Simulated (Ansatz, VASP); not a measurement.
**MgCd2HgTe4 in two plane-wave programs**

One calculation is typed for both programs; each brings its own data sets and cutoff. How far apart do they land? The cell is invented: As first built, before any earlier steps moved the atoms: it takes the CdHgSe2 structure with some of its atoms replaced by other elements, volume scaled by an estimate. It may not be a known or stable phase. The cell comes out of the VASP series on this material, whose earlier steps may have relaxed, scaled or displaced it; both programs get it as it stands.

Calculated with Ansatz 0.2.0; plane waves, with VASP 6.6.1 beside it; single point at PBE.

## Step 1: Set-up

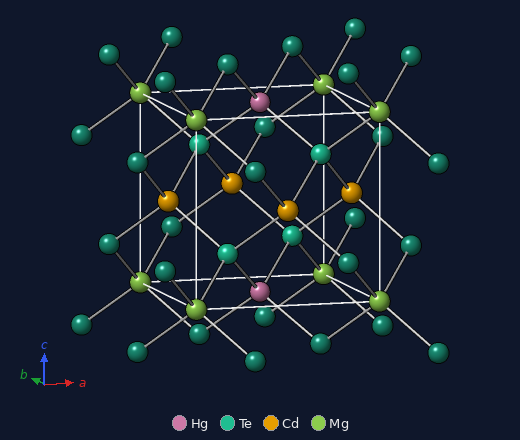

Start, viewed slightly off an axis; mercury pink, tellurium teal, cadmium orange, magnesium green. Some periodic images of atoms are drawn too.

Coordinates:

```
Hg Te Cd Mg
1.0
     6.59098    0.00000    0.00000
     0.00000    6.59098    0.00000
     0.00000    0.00000    6.59286
Hg Te Cd Mg
1 4 2 1
Direct
  0.50000 0.50000 0.00000
  0.75387 0.75387 0.24806
  0.24613 0.24613 0.24806
  0.75387 0.24613 0.75194
  0.24613 0.75387 0.75194
  0.00000 0.50000 0.50000
  0.50000 0.00000 0.50000
  0.00000 0.00000 0.00000
```

## Step 2: VASP: single point, PBE

With cell and atoms fixed, the geometry can't cause a difference; cores, projectors, grids and the points listed under the comparison can.

Lines of VASP's logs that name or quote its potential files are left out, and so is its time.

Contents of INCAR:

```
SYSTEM = MgCd2HgTe4
PREC = Accurate
ENCUT = 400
EDIFF = 1E-06
NELM = 100
ISMEAR = -1
SIGMA = 0.05
LREAL = .FALSE.
ALGO = Normal
GGA = PE
LORBIT = 11
LWAVE = .FALSE.
LCHARG = .TRUE.
ISIF = 2
LELF = .TRUE.
LVHAR = .TRUE.
```

Contents of POSCAR:

```
MgCd2HgTe4
1.0
    6.5909827017      0.0000000000      0.0000000000
    0.0000000000      6.5909827017      0.0000000000
    0.0000000000      0.0000000000      6.5928600466
Hg Te Cd Mg
1 4 2 1
Direct
    0.5000000000      0.5000000000      0.0000000000
    0.7538742278      0.7538742278      0.2480612862
    0.2461257722      0.2461257722      0.2480612862
    0.7538742278      0.2461257722      0.7519387138
    0.2461257722      0.7538742278      0.7519387138
    0.0000000000      0.5000000000      0.5000000000
    0.5000000000      0.0000000000      0.5000000000
    0.0000000000      0.0000000000      0.0000000000
```

Contents of KPOINTS:

```
Automatic mesh
0
Gamma
4 4 4
0 0 0
```

Potentials, in the order of the species: Hg, Te, Cd and Mg (PBE family, release 64).

On the command line:

```bash
mpirun -np 4 vasp_std
```

Numbers of over 12 decimals in the logs are rounded to 6 here.

What it wrote:

```text
[banner, memory and clock lines left out]
running    4 mpi-ranks, on    1 nodes
 distrk:  each k-point on    4 cores,    1 groups
 distr:  one band on    1 cores,    4 groups

 POSCAR found type information on POSCAR HgTeCdMg
 POSCAR found :  4 types and       8 ions
 LDA part: xc-table for (Slater+PW92), standard interpolation
 POSCAR, INCAR and KPOINTS ok, starting setup
 FFT: planning ... GRIDC
 FFT: planning ... GRID_SOFT
 FFT: planning ... GRID
 WAVECAR not read
 entering main loop
       N       E                     dE             d eps       ncg     rms          rms(c)
DAV:   1     0.331214759558E+03    0.33121E+03   -0.22614E+04  1440   0.106E+03
DAV:   2    -0.580270130995E+00   -0.33180E+03   -0.31918E+03  1688   0.264E+02
DAV:   3    -0.202109204037E+02   -0.19631E+02   -0.19500E+02  1728   0.648E+01
DAV:   4    -0.205265917364E+02   -0.31567E+00   -0.31557E+00  1760   0.750E+00
DAV:   5    -0.205306520819E+02   -0.40603E-02   -0.40602E-02  1808   0.948E-01    0.955E+00
DAV:   6    -0.196491257104E+02    0.88153E+00   -0.19634E+00  1592   0.104E+01    0.787E+00
DAV:   7    -0.196064128770E+02    0.42713E-01   -0.79211E-01  1608   0.339E+00    0.342E+00
DAV:   8    -0.196094084987E+02   -0.29956E-02   -0.61154E-02  1616   0.190E+00    0.107E+00
DAV:   9    -0.196113818021E+02   -0.19733E-02   -0.81716E-03  1664   0.722E-01    0.295E-01
DAV:  10    -0.196113944634E+02   -0.12661E-04   -0.13109E-03  1592   0.266E-01    0.133E-01
DAV:  11    -0.196116586590E+02   -0.26420E-03   -0.13448E-03  1680   0.198E-01    0.656E-02
DAV:  12    -0.196116219023E+02    0.36757E-04   -0.17202E-04  1648   0.951E-02    0.606E-02
DAV:  13    -0.196116189657E+02    0.29366E-05   -0.14021E-05  1672   0.135E-02    0.430E-02
DAV:  14    -0.196116197892E+02   -0.82349E-06   -0.14511E-05  1568   0.181E-02    0.927E-03
DAV:  15    -0.196116192855E+02    0.50365E-06   -0.34032E-06  1416   0.820E-03
   1 F= -.19611619E+02 E0= -.19611554E+02  d E =-.130733E-03
```

OUTCAR, selected parts (step 2):

```text
ion  position               nearest neighbor table
   1  0.500  0.500  0.000-   2 2.88   3 2.88   4 2.88   5 2.88
   2  0.754  0.754  0.248-   8 2.82   7 2.86   6 2.86   1 2.88
   3  0.246  0.246  0.248-   8 2.82   7 2.86   6 2.86   1 2.88
   4  0.754  0.246  0.752-   8 2.82   7 2.86   6 2.86   1 2.88
   5  0.246  0.754  0.752-   8 2.82   7 2.86   6 2.86   1 2.88
   6  0.000  0.500  0.500-   2 2.86   3 2.86   4 2.86   5 2.86
   7  0.500  0.000  0.500-   2 2.86   3 2.86   4 2.86   5 2.86
   8  0.000  0.000  0.000-   2 2.82   3 2.82   4 2.82   5 2.82

  LATTYP: Found a simple tetragonal cell.
 ALAT       =     6.5909827017
 C/A-ratio  =     1.0002848354

 Subroutine GETGRP returns: Found  8 space group operations
 (whereof  8 operations were pure point group operations)

The static configuration has the point symmetry D_2d.

 Found     18 irreducible k-points:

   k-points           NKPTS =     18   k-points in BZ     NKDIM =     18   number of bands    NBANDS=     40

   dimension x,y,z NGX =    48 NGY =   48 NGZ =   48
   dimension x,y,z NGXF=    96 NGYF=   96 NGZF=   96

   ENCUT  =  400.0 eV  29.40 Ry    5.42 a.u.  10.75 10.75 10.75*2*pi/ulx,y,z

   NELECT =      62.0000    total number of electrons

 k-points in reciprocal lattice and weights: Automatic mesh
   0.00000000  0.00000000  0.00000000       0.016
   0.25000000  0.00000000  0.00000000       0.062
   0.50000000  0.00000000  0.00000000       0.031
   0.25000000  0.25000000  0.00000000       0.062
   0.50000000  0.25000000  0.00000000       0.062
   0.50000000  0.50000000  0.00000000       0.016
   0.00000000  0.00000000  0.25000000       0.031
   0.25000000  0.00000000  0.25000000       0.125
   0.50000000  0.00000000  0.25000000       0.062
[...]
0.50000000  0.25000000  0.50000000       0.062
   0.50000000  0.50000000  0.50000000       0.016

 average (electrostatic) potential at core
       1 -40.8517       2 -91.6100       3 -91.6100       4 -91.6100       5 -91.6100
       6 -39.3264       7 -39.3264       8 -39.5127

 E-fermi :   2.2362

 k-point     1 :       0.0000    0.0000    0.0000
  band No.  band energies     occupation
    ...
     27       0.3442      2.00000
     28       0.3442      2.00000
     29       1.9026      1.99747
     30       1.9026      1.99747
     31       1.9312      1.99552
     32       2.4924      0.01183
     33       3.9976      0.00000
     34       4.5028      0.00000
     35       4.6817      0.00000
     36       4.7127      0.00000
    ...

 k-point     2 :       0.2500    0.0000    0.0000
  band No.  band energies     occupation
    ...
     27       0.4757      2.00000
     28       0.4817      2.00000
     29       0.7678      2.00000
     30       1.6040      1.99999
     31       1.6287      1.99999
     32       3.6339      0.00000
     33       4.4684      0.00000
     34       4.8630      0.00000
     35       5.0332      0.00000
     36       5.3301      0.00000
    ...

 k-point     3 :       0.5000    0.0000    0.0000
  band No.  band energies     occupation
    ...
     27       0.0223      2.00000
     28       0.8459      2.00000
     29       0.8539      2.00000
     30       1.1269      2.00000
     31       1.1404      2.00000
     32       4.3271      0.00000
     33       4.8901      0.00000
     34       5.3909      0.00000
     35       5.3987      0.00000
     36       5.7839      0.00000
    ...

  Total        0.0128222      0.0128222      0.0792924      0.0000000      0.0000000      0.0000000
  in kB        0.0717299      0.0717299      0.4435757      0.0000000      0.0000000      0.0000000
  external PRESSURE =       0.1956785 kB  Pullay stress =       0.0000000 kB

  energy-cutoff  :      400.00
  volume of cell :      286.40
      direct lattice vectors                 reciprocal lattice vectors
     6.590982702  0.000000000  0.000000000     0.151722443  0.000000000  0.000000000
     0.000000000  6.590982702  0.000000000     0.000000000  0.151722443  0.000000000
     0.000000000  0.000000000  6.592860047     0.000000000  0.000000000  0.151679240

 POSITION                                       TOTAL-FORCE (eV/Angst)
 -----------------------------------------------------------------------------------
      3.29549      3.29549      0.00000         0.000000      0.000000      0.000000
      4.96877      4.96877      1.63543         0.000277      0.000277      0.004771
      1.62221      1.62221      1.63543        -0.000277     -0.000277      0.004771
      4.96877      1.62221      4.95743         0.000277     -0.000277     -0.004771
      1.62221      4.96877      4.95743        -0.000277      0.000277     -0.004771
      0.00000      3.29549      3.29643         0.000000      0.000000      0.000000
      3.29549      0.00000      3.29643         0.000000     -0.000000     -0.000000
      0.00000      0.00000      0.00000        -0.000000      0.000000      0.000000
 -----------------------------------------------------------------------------------
    total drift:                               -0.000000     -0.000000     -0.000000

  FREE ENERGIE OF THE ION-ELECTRON SYSTEM (eV)
  ---------------------------------------------------
  free  energy   TOTEN  =       -19.6116192855 eV

  energy  without entropy=      -19.6114885525  energy(sigma->0) =      -19.61155392

 total charge
# of ion       s       p       d       tot
------------------------------------------
    1        0.725   0.358   9.368  10.451
    2        1.353   2.041   0.018   3.411
    3        1.353   2.041   0.018   3.411
    4        1.353   2.041   0.018   3.411
    5        1.353   2.041   0.018   3.411
    6        0.462   0.285   9.529  10.276
    7        0.462   0.285   9.529  10.276
    8        0.176   0.125   0.022   0.323
--------------------------------------------------
tot          7.235   9.215  28.520  44.970

[... 3 further parts left out ...]
```

The run ends at a pressure of 0.02 GPa, with forces up to 0.0048 eV/Å.

## Step 3: Ansatz: single point, PBE

Ansatz runs on its default PAW (the set named soft_2) files.

The same cell, functional, mesh and smearing now go to Ansatz, which takes its cutoff from its data sets.

Contents of input.yaml:

```yaml
crystal:
  lattice:
    - [6.5909827017, 0.0, 0.0]
    - [0.0, 6.5909827017, 0.0]
    - [0.0, 0.0, 6.5928600466]
  atoms:
    - { symbol: Hg, position: [0.5, 0.5, 0.0] }
    - { symbol: Te, position: [0.7538742278, 0.7538742278, 0.2480612862] }
    - { symbol: Te, position: [0.2461257722, 0.2461257722, 0.2480612862] }
    - { symbol: Te, position: [0.7538742278, 0.2461257722, 0.7519387138] }
    - { symbol: Te, position: [0.2461257722, 0.7538742278, 0.7519387138] }
    - { symbol: Cd, position: [0.0, 0.5, 0.5] }
    - { symbol: Cd, position: [0.5, 0.0, 0.5] }
    - { symbol: Mg, position: [0.0, 0.0, 0.0] }
hamiltonian:
  xc: pbe
  pseudopotentials: { kind: paw }
kpoints:
  mp_grid: { grid: [4, 4, 4] }
scf:
  occupations: { method: fermi_dirac, width: 0.05 }
  n_extra_bands: 6
output:
  forces: true
  stress: true
  eigenvalues: true
```

On the command line:

```bash
ansatz run input.yaml --threads 4 --pin off --max-ram 9216MiB --backend cpu --events-out ev --progress --plain --runs-dir out
```

What it wrote:

```text
scf.n_extra_bands = 6 over 67 filled bands (N_el = 134.0): the run solves 73 bands
Engine: ansatz 0.2.0, aarch64-unknown-linux-gnu
Pseudopotentials: kind: paw
Pseudopotential: Hg, paw, valence charge 20, recommended cutoff 420 eV (normal), Hg.paw.azcp
Pseudopotential: Te, paw, valence charge 16, recommended cutoff 420 eV (normal), Te.paw.azcp
Pseudopotential: Cd, paw, valence charge 20, recommended cutoff 420 eV (normal), Cd.paw.azcp
Pseudopotential: Mg, paw, valence charge 10, recommended cutoff 420 eV (normal), Mg.paw.azcp
Functional definition: PBE
  parameter kappa = 0.804
  parameter beta = 0.066725
  exchange = pbe_x(kappa = kappa, mu = beta*pi^2/3)
  correlation = pbe_c(beta = beta)
Crystal: 8 atoms, lattice volume = 286.401 Å³
Basis set: ecut = 420 eV, 5575 PW (Γ), exchange–correlation on 90×90×90 points (8 copies of the dense FFT grid, shifted against one another)
Bands: 73, of which v1, the nominal top of the filled ones, is band 67 counted from 1 (66 counted from 0)
Symmetry: 8 space group operations
Space group: P-42m (ITA 111), of the structure as read, at distance tolerance 6.6e-5 Å
k-points: 18 of 64 (time reversal used)
Non-local potential: Hg, projectors of the file, l = 0: 3, l = 1: 2, l = 2: 2, l = 3: 1
Non-local potential: Te, projectors of the file, l = 0: 2, l = 1: 2, l = 2: 2, l = 3: 2
Non-local potential: Cd, projectors of the file, l = 0: 3, l = 1: 2, l = 2: 2, l = 3: 1
Non-local potential: Mg, projectors of the file, l = 0: 3, l = 1: 2, l = 2: 1
PAW form: soft (Blöchl's): semilocal exchange-correlation on the pseudo side does not see the compensation charge
PAW one-centre angular grid: Hg, 590 points (default); XC on 64 Gauss nodes
PAW one-centre angular grid: Te, 590 points (default); XC on 64 Gauss nodes
PAW one-centre angular grid: Cd, 590 points (default); XC on 64 Gauss nodes
PAW one-centre angular grid: Mg, 110 points (default); XC on 64 Gauss nodes
Initial density: superposition of atomic densities (neutral atoms: chi_scale 0, normalization atom), corrected by the library's trained network
Initial wavefunctions: pseudopotential atomic-orbital guess
Functional: x = pbe(κ = 0.804, μ = 0.219515), c = pbe(β = 0.066725)
SCF iter   1: F=—  HF=-60169.889669 eV  |F-HF|=—  |Δ(HF+E_count)|=         —  Δρ=1.10e-3  dr2=8.29e-3  ethr=1.77e-3  ⟨swp⟩=6.1  Hψ=4934  notcnv=0
preconditioner: auto → Resta (q_TF=auto, 2.404 Å⁻¹)  ε∞=4.7  [insulator: Δε(μ)=0.552 eV  Ē_g=8.955 eV  σ=0.050 eV  W_gap=0.99  n_scr=80 (ndim 8)  ℏωp=17.3 eV  f_vac=0.188  D(μ)=0.01/eV (n_scr^D=0)  ε∞_Penn≈4.7]
SCF iter   2: F=—  HF=-60169.889476 eV  |F-HF|=—  |Δ(HF+E_count)|=   1.92e-4  Δρ=6.37e-4  dr2=2.61e-3  ethr=6.18e-6  ⟨swp⟩=2.5  Hψ=2574  notcnv=0  defer=6
SCF iter   3: F=—  HF=-60169.889461 eV  |F-HF|=—  |Δ(HF+E_count)|=   1.57e-5  Δρ=2.77e-4  dr2=2.18e-4  ethr=1.95e-6  ⟨swp⟩=2.0  Hψ=1845  notcnv=0  defer=8
SCF iter   4: F=—  HF=-60169.889496 eV  |F-HF|=—  |Δ(HF+E_count)|=   3.54e-5  Δρ=1.02e-4  dr2=5.78e-5  ethr=1.63e-7  ⟨swp⟩=2.0  Hψ=1739  notcnv=0  defer=6
SCF iter   5: F=—  HF=-60169.889446 eV  |F-HF|=—  |Δ(HF+E_count)|=   5.01e-5  Δρ=3.56e-5  dr2=5.28e-6  ethr=4.32e-8  ⟨swp⟩=2.1  Hψ=2331  notcnv=0  defer=6
SCF iter   6: F=—  HF=-60169.889451 eV  |F-HF|=—  |Δ(HF+E_count)|=   4.96e-6  Δρ=1.64e-5  dr2=8.70e-7  ethr=3.94e-9  ⟨swp⟩=2.0  Hψ=2440  notcnv=0  defer=6
SCF iter   7: F=—  HF=-60169.889452 eV  |F-HF|=—  |Δ(HF+E_count)|=   1.18e-6  Δρ=6.35e-6  dr2=1.04e-7  ethr=6.50e-10  ⟨swp⟩=2.0  Hψ=2314  notcnv=0  defer=6
SCF iter   8: F=-60169.889452 eV  HF=-60169.889452 eV  |F-HF|=6.85e-9  |Δ(HF+E_count)|=   2.08e-7  Δρ=2.18e-6  dr2=1.20e-8  ethr=7.46e-11  ⟨swp⟩=9.2  Hψ=5414  notcnv=0
SCF 1 converged in 8 iterations: F = -60169.889452 eV  dr2 = 1.20e-8
  greatest PAW one-centre occupation: 1.000 electrons in one spin orbital (limit 2), on the Hg atom at site 0 (counted from 0), in its partial waves of l = 0
SCF converged after 8 iterations
Free energy (F): -60169.889452 eV
Harris-Foulkes:  -60169.889452 eV  (|F-HF|=6.85e-9)
Internal energy: -60169.889329 eV  (E = F + TS)
E sigma→0 (E₀):  -60169.889390 eV
Entropy (-TS):   -0.000124 eV (-0.015 meV/atom)
Fermi energy:    6.573683 eV
--- Per-component energies (eV) ---
  E_band       = -3117.925953
  E_kinetic    = 2407.967677
  E_local      = -19668.955818  (includes V_loc(G=0)·N_el)
  E_nonlocal   = -1005.084518
  E_hartree    = 9688.726223
  E_xc         = -1097.813108
  E_vxc        = -1156.492535  (∫ρ·V_xc dr)
  E_paw        = -37054.749636  (= ΣΔE_a)
  E_vpaw       = -3072.820619  (= ΣTr[D̂ρ^β])
  E_aug_tail   = 0.000192  (compensation charges beyond the density's cutoff)
  E_ewald      = -13439.980341
  E_smearing   = -0.000124  (= −TS)
  E_closure    = 0.000000  (closes the sum)
  Σ components = -60169.889452   (vs F -60169.889452, Δ=0.00e0)
--- Forces (eV/Å), atoms counted from 1 ---
  atom   1  Hg    -0.00000000     0.00000000     0.00000000
  atom   2  Te    -0.00659084    -0.00659084     0.01461892
  atom   3  Te     0.00659084     0.00659084     0.01461892
  atom   4  Te    -0.00659084     0.00659084    -0.01461892
  atom   5  Te     0.00659084    -0.00659084    -0.01461892
  atom   6  Cd    -0.00000000     0.00000000     0.00000000
  atom   7  Cd    -0.00000000     0.00000000     0.00000000
  atom   8  Mg    -0.00000000     0.00000000     0.00000000
  max |Σ_I F_I| component: 7.55e-17 eV/Å
--- Stress (GPa, compression-positive) ---
        0.095350       0.000000       0.000000
        0.000000       0.095350      -0.000000
        0.000000      -0.000000       0.132723
  P = ⅓ Tr σ = 0.1078 GPa (1.078 kbar)
--- Band table (eV; the first three rows and the last of 18) ---
  k-point 0: bands = [... 63 lower, 4.6830, 6.2368, 6.2368, 6.2655, 6.8331, 8.3423, 8.8473, 9.0250, ... 2 higher]
  k-point 1: bands = [... 63 lower, 4.8390, 5.1044, 5.9367, 5.9367, 7.9828, 8.6520, 9.2784, 9.4673, ... 2 higher]
  k-point 2: bands = [... 63 lower, 5.3087, 5.3087, 5.3583, 5.3583, 8.6023, 9.1394, 9.6911, 9.7675, ... 2 higher]
  k-point 17: bands = [... 63 lower, 5.6431, 5.7396, 5.7467, 5.7467, 7.2761, 8.0753, 8.0753, 8.9972, ... 2 higher]
```

The job ended after 14 s (4 threads of Arm Neoverse N1, shared host; peak memory 0.85 GiB).

The run ends at a pressure of 0.11 GPa, with forces up to 0.017 eV/Å.

## Step 4: Differences

Known differences besides the PAW data sets themselves: the data sets hold 134 valence electrons in Ansatz (default PAW (the set named soft_2) files) and 62 in VASP; the cutoff is 420 eV in Ansatz and 400 eV in VASP; VASP leaves aspherical gradient terms in its spheres out (LASPH is not set), Ansatz keeps them. Total energies have different zeros and are not compared.

Compared:

| quantity | Ansatz | VASP | difference |
| --- | --- | --- | --- |
| pressure (GPa) | 0.11 | 0.02 | +0.09 |
| gap on the k mesh (eV) | 0.568 | 0.561 | +0.006 |

At this near-relaxed geometry the largest component of a force difference is 10 meV/Å. Ansatz's pressure holds a Pulay correction of 0.03 GPa; VASP's holds none.

## Step 5: Outcome

* difference in gap on the k mesh (single point, PBE): 0.0064 eV

The difference in gap on the k mesh is 0.0064 eV (single point, PBE), within the 0.08 eV picked in this series as the mark of a large difference. How closely two codes agree says nothing of how well the functional describes the real material.

[Lines on the potential files, build, host, timing and source positions are cut from VASP's logs without a mark.]

[Logs are printed without paths, hosts, clocks, repeated set-up lines and the standing remarks that a program may print on its own settings, such as how far it seeks lower states.]

[Hosts, paths, dates, database ids (printed as entryN), source tags and the programs' standing remarks are cut or masked in the printed files.]
